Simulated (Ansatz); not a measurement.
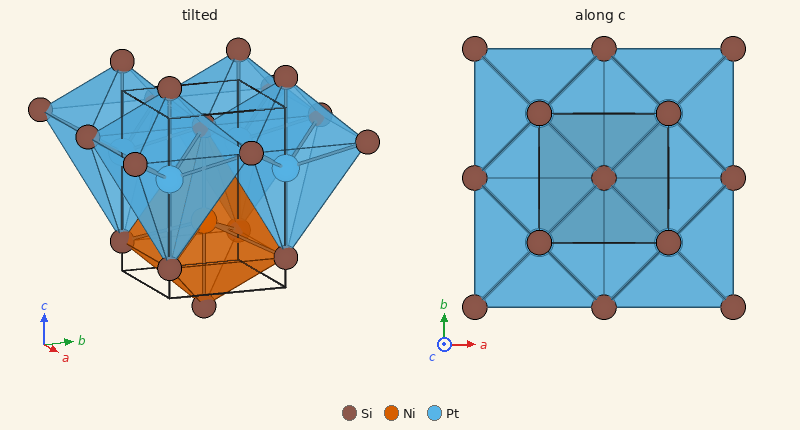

Polyhedral drawing of the structure, looking slightly off an axis and along the c axis. The wireframe shows the conventional unit cell. A few atoms beyond the faces are included.

Si$_{2}$NiPt, space group P4mm (No. 99), a = 3.308 Å, b = 3.308 Å, c = 4.885 Å, α = 90.00°, β = 90.00°, γ = 90.00°. It goes back to a structure type filled with these elements by a generator (whether the compound takes this form wasn't checked). Earlier steps of the study may have refined or changed the cell and positions. It went into a calculation with Ansatz.

This one geometry was computed with Ansatz (DFT, plane waves, PAW) at three levels of theory: PBE with spin-orbit coupling, r2SCAN and PBE.

**Which level gives the highest pressure at this volume, and what does that say about its equilibrium volume?**

Highest: PBE with spin-orbit coupling (-0.3 GPa) and PBE (0.0 GPa), which points to the largest equilibrium volume. Lowest, with the smallest volume: r2SCAN (-4.7 GPa). Levels within 0.5 GPa of each other can't be told apart.

**How does the band gap change with the level of theory?**

All levels give a metal.

**Collect the results in a table.**

| level | cutoff (eV) | k-mesh of the run's cell | gap (eV) | pressure (GPa) |
| --- | --- | --- | --- | --- |
| PBE with spin-orbit coupling | 420 | 14×14×10 | metal | -0.3 |
| r2SCAN | 500 | 14×14×10 | metal | -4.7 |
| PBE | 420 | 14×14×10 | metal | 0.0 |

Gaps are taken on the k-mesh or band path of each run.
